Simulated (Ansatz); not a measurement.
# Ga4PN3: what the fields show

Input

```
crystal:
  lattice:
    - [5.2221995868, -1.5745524191, 0.0]
    - [5.2221995868, 1.5745524191, 0.0]
    - [-0.949490834, 0.0, 5.371131259]
  atoms:
    - { symbol: "N", position: [0.0, 0.0, 0.0] }
    - { symbol: "N", position: [0.5, 0.5, 0.5] }
    - { symbol: "N", position: [0.75, 0.75, 0.25] }
    - { symbol: P, position: [0.25, 0.25, 0.75] }
    - { symbol: Ga, position: [0.4375, 0.4375, 0.8125] }
    - { symbol: Ga, position: [0.9375, 0.9375, 0.3125] }
    - { symbol: Ga, position: [0.1875, 0.1875, 0.0625] }
    - { symbol: Ga, position: [0.6875, 0.6875, 0.5625] }
kpoints:
  mp_grid: { grid: [8, 8, 4] }
hamiltonian:
  xc: pbe
scf:
  occupations: { method: fermi_dirac, width: 0.02 }
relax:
  f_tol: 0.005
  cell: {}
output:
  write_density: true
  write_potential: true
  elf: true
  volumetric_format: npy
```

Launched as:

```sh
ansatz run input.yaml --threads 4 --pin off --max-ram 6451MiB --backend cpu --events-out ev --progress --plain --runs-dir out
```

Below, planes, directions and counts refer to the conventional cell (a = 11.24 Å, b = 3.39 Å, c = 5.88 Å, α = 90.00°, β = 100.25°, γ = 90.00°).

The fields are those of the run's last geometry, not of the input's.

Space group Cm; started from the ordered alloy on zincblende lattice prototype, which need not be the ambient phase.

Computed with DFT, PBE, plane waves, PAW in Ansatz.

Core electrons are frozen (PAW), and the valence fields are smoothed inside the atomic spheres.

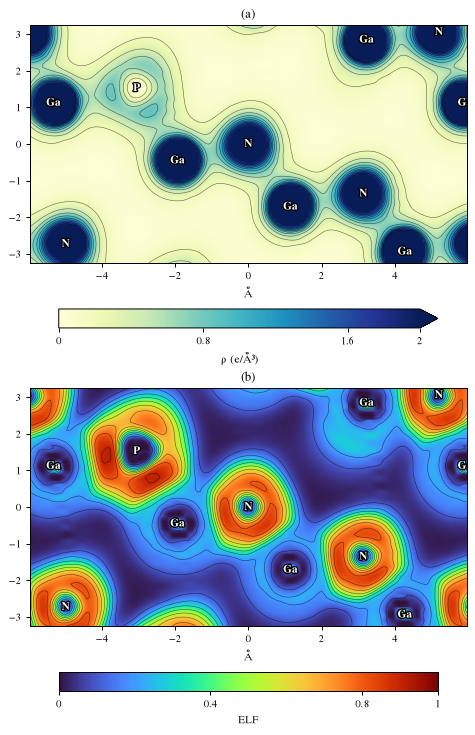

Figure 1. (a) valence charge density (pseudo); (b) electron localisation function on the (010) plane of the conventional cell.

> What do the fields say about this system?

The section cuts through N, P and Ga sites.
Ga–N (1.98 Å): ρ is about 0.72 e/Å³ halfway; the ELF peaks at about 0.85 in the valence shell of N, 0.7 Å from its nucleus, and is about 0.50 at the midpoint.
Ga–P (2.27 Å): ρ is about 0.63 e/Å³ halfway; the ELF peaks at about 0.90 in the valence shell of P, 0.8 Å from its nucleus, and is about 0.75 at the midpoint.
Ga–N (2.01 Å): ρ at the midpoint is about 0.66 e/Å³; the ELF peaks at about 0.85 in the valence shell of N, 0.7 Å from its nucleus, and is about 0.45 at the midpoint.
Ga–N (2.06 Å): ρ at the midpoint is about 0.61 e/Å³; the ELF peaks at about 0.85 in the valence shell of N, 0.7 Å from its nucleus, and is about 0.45 at the midpoint.
Ga–P (2.30 Å): the density is about 0.6 e/Å³ at the midpoint; the ELF peaks at about 0.90 in the valence shell of P, 0.8 Å from its nucleus, and is about 0.75 at the midpoint.
Between the atoms the lowest density in this plane is 0.02 e/Å³.

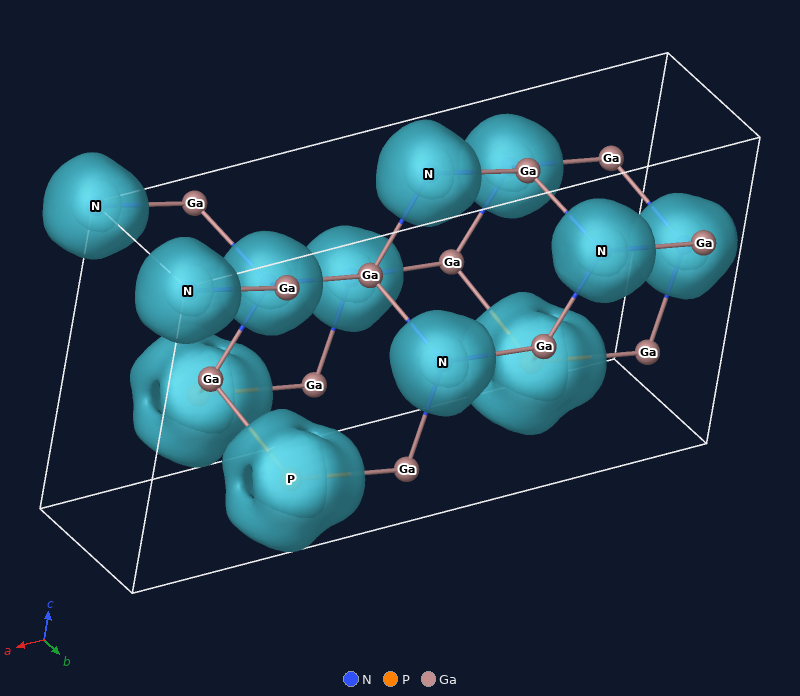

Figure 2. Isosurface of the electron localisation function at 0.7 (cyan), seen at an oblique angle. Only the valence region is drawn (cores and ρ < 0.01 e/Å³ removed). Sticks mark near contacts.

> What do the ELF domains correspond to?

The surface consists of two regions on P in which the atom's valence shell and bonds are merged and six regions wrapped around N (the valence shell of each), counted in one cell of 16 atoms. Any copies at cell faces, edges or corners count once.


Ga–N (1.96 Å): the ELF peaks at about 0.85 in the valence shell of N, 0.7 Å from its nucleus, and is about 0.45 at the midpoint. Ga–P (2.25 Å): the ELF peaks at about 0.90 in the valence shell of P, 0.8 Å from its nucleus, and is about 0.75 at the midpoint.
